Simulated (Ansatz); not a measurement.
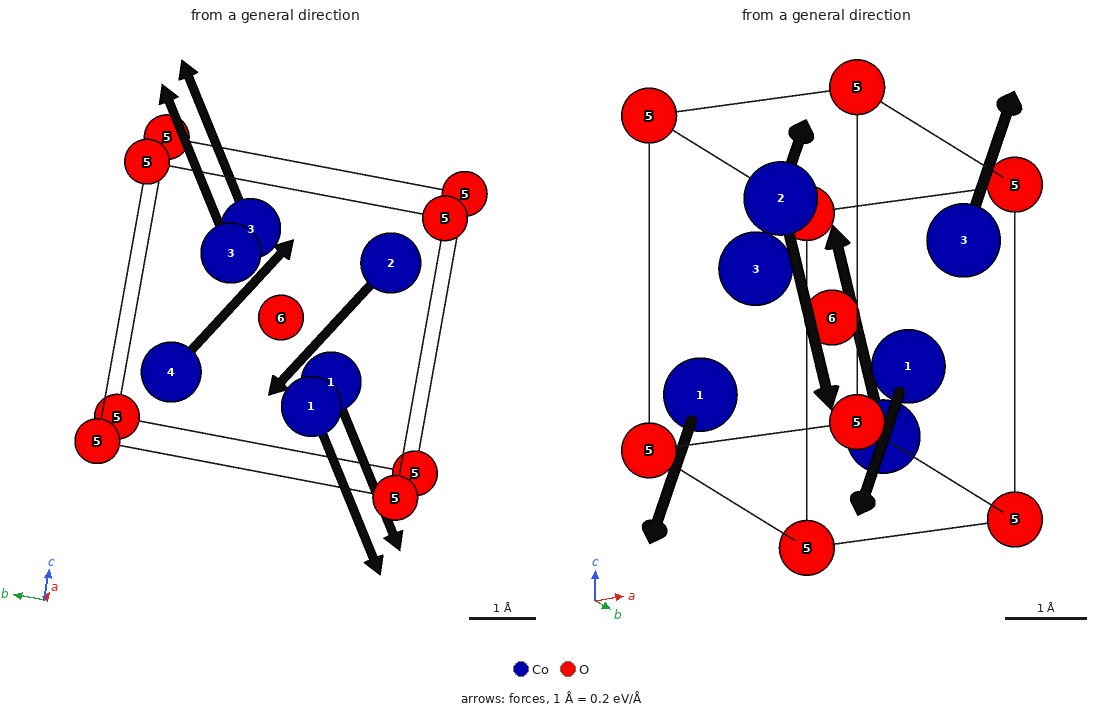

A spheres-only picture of a crystal structure, seen from two general directions. The frame is the simulation cell; atoms at its boundary are shown with their periodic copies. The arrows are the computed forces on the atoms.

System: Co$_{2}$O. Method: DFT, PAW plane waves, PBE in Ansatz 0.2.0; a basis cut at 420 eV, Brillouin-zone sampling on an 11×7×7 mesh, Fermi-Dirac smearing of 0.1 eV, no spin polarisation (a spin-restricted run, not always the ground state).

Q: Has this structure been optimised to equilibrium?

A: No. The atoms still feel forces of up to about 0.47 eV/Å, far above a usual threshold of 0.01 to 0.03 eV/Å.

Q: Which atom carries the strongest force?

A: All Co atoms, about 0.47 eV/Å.

Origin: a generated cell, made by putting these elements into a known structure type (the compound may or may not exist in this form); unrelaxed. It went into a calculation with Ansatz.
